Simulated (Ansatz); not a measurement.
# CH3Cl3Hf (SMILES [CH3][Hf]([Cl])([Cl])[Cl]): what the fields show

Input

```
crystal:
  periodic: [false, false, false]
  atoms:
    - symbol: C
      position_ang: [-0.097983, -0.003294, -1.388534]
    - symbol: Cl
      position_ang: [-0.753355, 3.499726, -1.319988]
    - symbol: Cl
      position_ang: [1.875446, 1.745999, 1.009504]
    - symbol: Cl
      position_ang: [2.502958, 1.938971, -2.860689]
    - symbol: Hf
      position_ang: [0.932400, 1.888574, -1.127083]
    - symbol: H
      position_ang: [-0.875518, -0.138218, -0.615505]
    - symbol: H
      position_ang: [-0.587295, -0.051653, -2.377762]
    - symbol: H
      position_ang: [0.608162, -0.849599, -1.314620]
basis:
  gaussian: {orbitals: def2-TZVPD}
hamiltonian: {xc: {name: PBE0}}
output: {forces: true, orbitals: {seedname: orbitals}}
```

Run with:

```sh
ansatz run input.yaml --threads 2 --pin off --max-ram 5220MiB --events-out events.jsonl --progress --plain --runs-dir runs
```

Geometry: PBE0-D4/def2-SVP; core potentials replace the inner electrons of Hf.

Method: isolated molecule in a Gaussian basis; Kohn-Sham density functional theory, functional PBE0 in Ansatz 0.2.0.

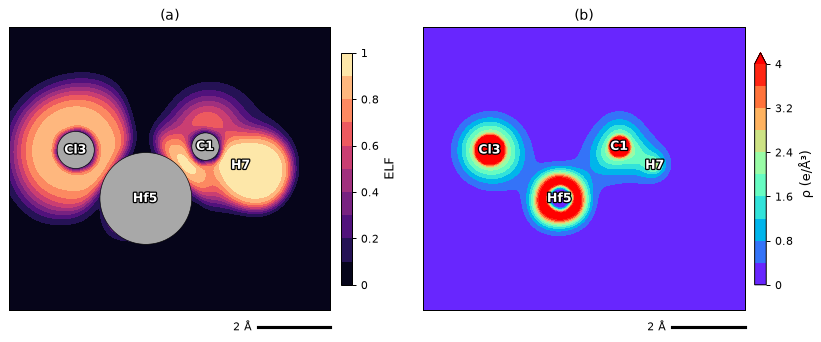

Figure 1. (a) ELF; (b) electron density on the plane of atoms Hf5, C1 and H7. Grey discs cover the atomic cores in the ELF map.

### What do the fields say about this system?

The plane passes through C, Cl, Hf and H nuclei.
C–Hf (2.17 Å): ρ is about 0.77 e/Å³ halfway; the ELF peaks at about 0.95 in the valence shell of C, 0.7 Å from its nucleus, and is about 0.55 at the midpoint.
Hf–Cl (2.34 Å): ρ at the midpoint is about 0.61 e/Å³; the ELF peaks at about 0.85 in the valence shell of Cl, 0.8 Å from its nucleus, and is about 0.35 at the midpoint.
C–H (1.10 Å): the density is about 1.9 e/Å³ at the midpoint; the ELF climbs to about 1 towards the hydrogen, as it does in any bond to H; a covalent bond by its length.

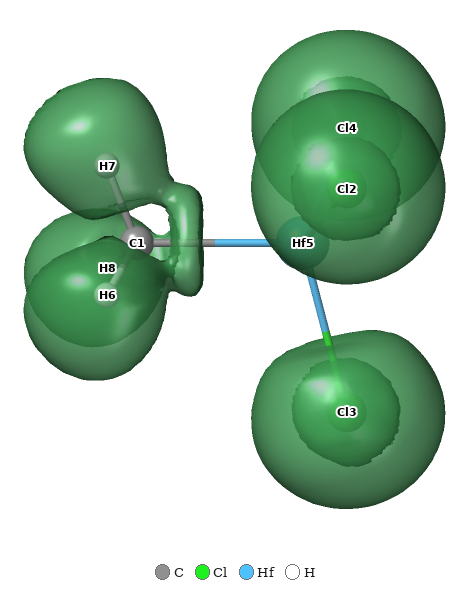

Figure 2. Isosurface of the electron localisation function at 0.75 (green), seen from one side. Only the valence region is drawn (cores and ρ < 0.01 e/Å³ removed).

### Describe the localisation domains.

At this value the surface marks out three regions wrapped around Cl (the valence shell of each) and one joined region spread over several atoms (C, H), in which their bonds and any lone pairs are merged.

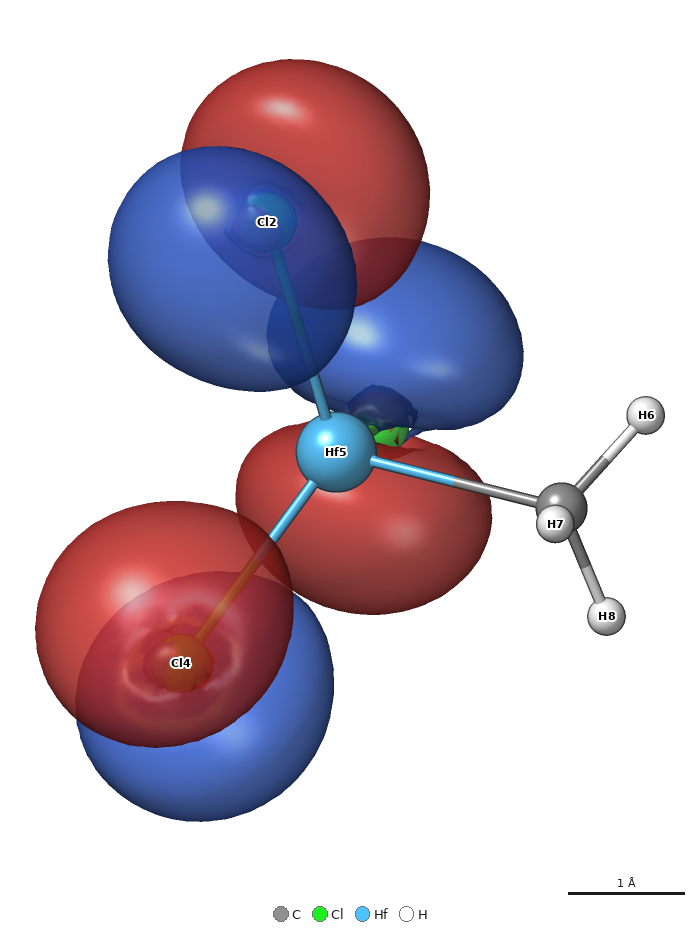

Figure 3. The HOMO−1 at ±0.08 Å⁻³ᐟ² (blue and red are the two phases), seen at an oblique angle.

### Where does this orbital lie, and at what energy?

By Hirshfeld shares it lies mainly on Cl2 (about 30 %), Cl3 (about 30 %) and Cl4 (about 30 %); largely a combination of lone pairs on Cl2, Cl3 and Cl4. Its energy is −9.51 eV.
